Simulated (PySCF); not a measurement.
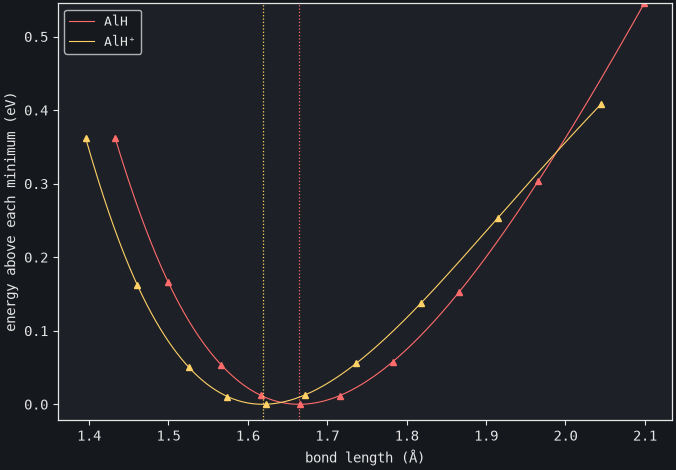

Bond curves of AlH, singlet and AlH⁺, doublet (excess alpha electrons: σ +1), each counted from its own minimum; dotted lines mark the fitted bond lengths. PBE0/def2-TZVP, PySCF 2.14.0, on the lowest solution that a PBE0 search found for each, one reference determinant (UKS and UKS) with the occupation held, no spin-orbit coupling.

Q: What does removing an electron do to the bond?

A: re goes from 1.665 to 1.619 Å (−0.046 Å) and ωe from 1649 to 1664 cm⁻¹ (+1 %). The electron leaves a σ orbital; length, stiffness and well depth don't all move in step, so no simple label fits.

Q: And the dissociation energies?

A: De is 2.99 eV for AlH and 0.95 eV for AlH⁺, each to its own lowest fragments (Al + H; Al⁺ + H) in their ground configurations, without counterpoise.

Limits of at least one run: lowest determinant of a PBE0 search, another state may lie lower.
